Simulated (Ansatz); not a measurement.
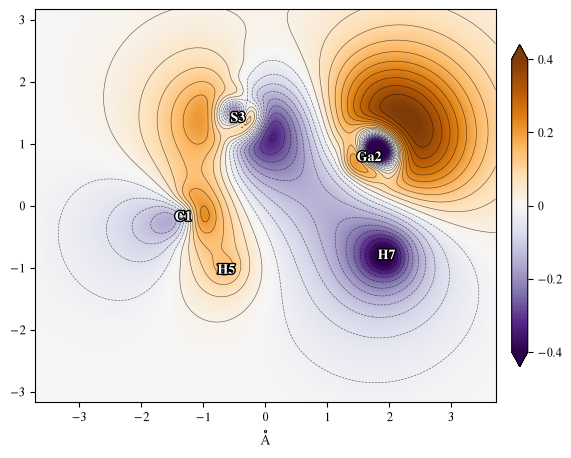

The picture shows: CH₄GaS (doublet). One frontier orbital on the plane of atoms S3, Ga2 and H7 (values in Å⁻³ᐟ²; the overall sign is arbitrary).

Geometry: PBE0-D3(BJ)/def2-SVP.

Theory: isolated molecule in a Gaussian basis; Kohn-Sham density functional theory, functional PBE0 (Ansatz).

```xyz
7

C    -0.3914    1.0551   -0.2900
Ga   -1.8162   -1.3931    1.1258
S    -2.1063    0.5368    0.0729
H    -0.2018    2.0241    0.1921
H     0.3437    0.3245    0.0769
H    -0.2741    1.1632   -1.3772
H    -0.2965   -1.8631    1.3167
```

> Which orbital is it: HOMO (α) or LUMO (α)?

The HOMO (α), at −5.88 eV. It lies mainly on Ga2 (about 70 %), S3 (about 10 %) and H7 (about 10 %).
